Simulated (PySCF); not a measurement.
NMR shielding calculation of C$_{2}$H$_{5}$Cl$_{3}$FSi (charge −1)

C$_{2}$H$_{5}$Cl$_{3}$FSi, charge −1, SMILES CC[Si-](F)(Cl)(Cl)Cl, computed with GIAO PBE0/pcSseg-1 NMR shielding, non-relativistic, gas phase (PySCF 2.14.0).

The geometry comes from this level: PBE0-D3(BJ)/ma-def2-SVP. Figures and captions count atoms from 1; the log counts them from 0 in places.

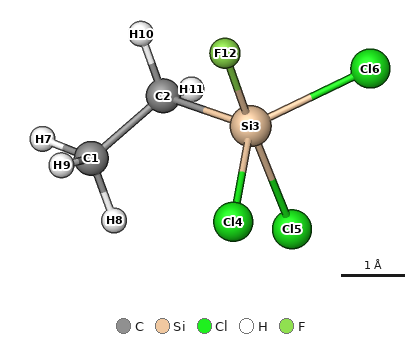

The structure as given in the input (ball-and-stick view, seen at a tilt; atoms are numbered from 1 in the order of the input). Bond lengths as drawn: Cl–Si 2.14 to 2.31 Å, C–C 1.52 Å, C–H 1.10 Å, C–Si 1.89 Å and F–Si 1.70 Å.

**Input**
```
{"job": {"kind": "nmr", "xc": "PBE0", "basis": "pcSseg-1", "pop": false}, "charge": -1, "multiplicity": 1}
C     -1.370201     0.098951     0.439057
C     -0.381532    -0.394304    -0.611986
Si     1.328248     0.410387    -0.499989
Cl     1.639902     2.185458     0.659068
Cl     1.771003    -0.823606     1.405556
Cl     2.982910    -0.548337    -1.454772
H     -2.344378    -0.412913     0.350594
H     -0.980945    -0.085348     1.452113
H     -1.552942     1.181398     0.346174
H     -0.760045    -0.197472    -1.628152
H     -0.227923    -1.480199    -0.506714
F      1.101731     1.385840    -1.879231
```

The first line tells a small driver script what to run in PySCF; the rest is the geometry in Å.

Launched with:
```bash
OMP_NUM_THREADS=1 python <driver script> task.json out
```

**The program's output**
```
coarse grid: 12856 points
cycle   1  E = -1848.4246192093  dE =  3.151e-01  |g| = 7.492e-01  |ddm| = 3.058e+00
cycle   2  E = -1848.3614243194  dE =  6.319e-02  |g| = 1.037e+00  |ddm| = 1.526e+00
cycle   3  E = -1848.5424226578  dE = -1.810e-01  |g| = 1.144e-01  |ddm| = 8.180e-01
cycle   4  E = -1848.5450213171  dE = -2.599e-03  |g| = 3.234e-02  |ddm| = 1.267e-01
cycle   5  E = -1848.5451665624  dE = -1.452e-04  |g| = 9.769e-03  |ddm| = 2.906e-02
cycle   6  E = -1848.5451905396  dE = -2.398e-05  |g| = 1.973e-03  |ddm| = 1.217e-02
cycle   7  E = -1848.5451913570  dE = -8.174e-07  |g| = 3.131e-04  |ddm| = 1.951e-03
final grid: 108048 points
cycle   8  E = -1848.5878524921  dE = -3.632e-05  |g| = 6.839e-03  |ddm| = 1.868e-02
cycle   9  E = -1848.5878491369  dE =  3.355e-06  |g| = 7.031e-03  |ddm| = 1.102e-02
cycle  10  E = -1848.5878610210  dE = -1.188e-05  |g| = 1.108e-03  |ddm| = 6.510e-03
cycle  11  E = -1848.5878612506  dE = -2.296e-07  |g| = 2.487e-04  |ddm| = 1.072e-03
cycle  12  E = -1848.5878612610  dE = -1.044e-08  |g| = 5.474e-05  |ddm| = 2.106e-04
cycle  13  E = -1848.5878612615  dE = -4.879e-10  |g| = 1.614e-05  |ddm| = 5.716e-05
```

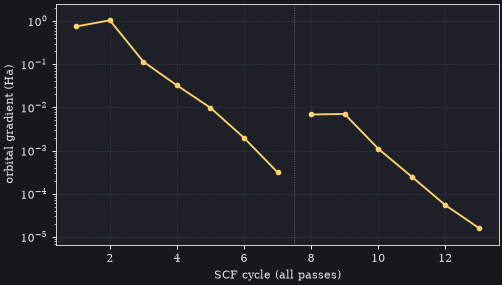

Convergence of the self-consistent field: orbital gradient against the SCF cycle. The dotted line marks the change from a coarse to the final integration grid. The first 7 cycles use a coarse grid, the final grid takes over at cycle 8, and the field converges after 13 cycles in all.

```
converged SCF energy = -1848.5878612615

GIAO shielding tensors (ppm)
atom      isotropic    diamagn.    paramagn.     s11        s22        s33       span
  0 C      174.026     245.622     -71.596    166.008    172.215    183.855     17.847
  1 C      156.217     250.779     -94.562    129.496    159.665    179.492     49.996
  2 Si     394.830     867.472    -472.642    260.639    449.294    474.558    213.919
  3 Cl     786.106    1147.773    -361.667    557.264    802.096    998.958    441.694
  4 Cl     717.659    1149.510    -431.852    490.140    644.507   1018.329    528.189
  5 Cl     780.992    1146.861    -365.869    569.950    770.889   1002.135    432.185
  6 H       30.662      28.871       1.791     25.482     27.802     38.702     13.220
  7 H       29.557      29.339       0.219     24.414     30.894     33.364      8.950
  8 H       30.356      29.570       0.785     25.525     29.685     35.857     10.333
  9 H       30.493      30.491       0.001     25.862     29.641     35.975     10.114
 10 H       30.525      30.575      -0.049     27.321     29.879     34.376      7.055
 11 F      211.482     474.531    -263.048    152.874    194.132    287.440    134.566
```

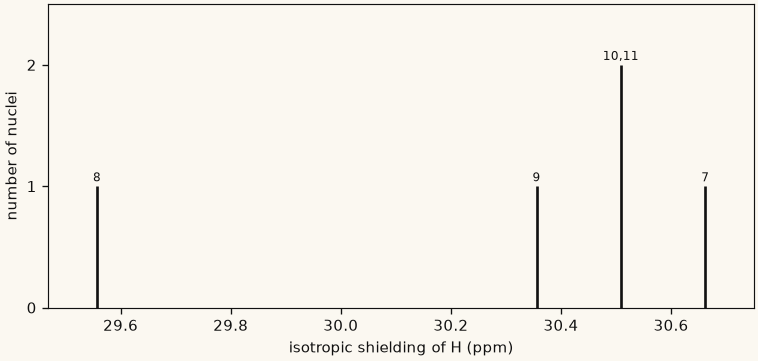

Isotropic shieldings of the hydrogen nuclei in this fixed geometry, labelled by atom number; shielding grows to the right, so chemical shift grows to the left. The least shielded is H8 (29.6 ppm), the most shielded H7 (30.7 ppm).

**Results in brief**

| quantity | value |
| --- | --- |
| outcome | converged |
| total energy | −1848.587861 hartree |
| HOMO | −3.36 eV |
| LUMO | 4.41 eV |
| isotropic shielding, C | 156.2 to 174.0 ppm |
| isotropic shielding, Si | 394.8 ppm |
| isotropic shielding, Cl | 717.7 to 786.1 ppm |
| isotropic shielding, H | 29.6 to 30.7 ppm |
| isotropic shielding, F | 211.5 ppm |
| hardware | 1 CPU thread, shared host |
| wall time | 15 s |
| peak memory | 1.1 GiB |
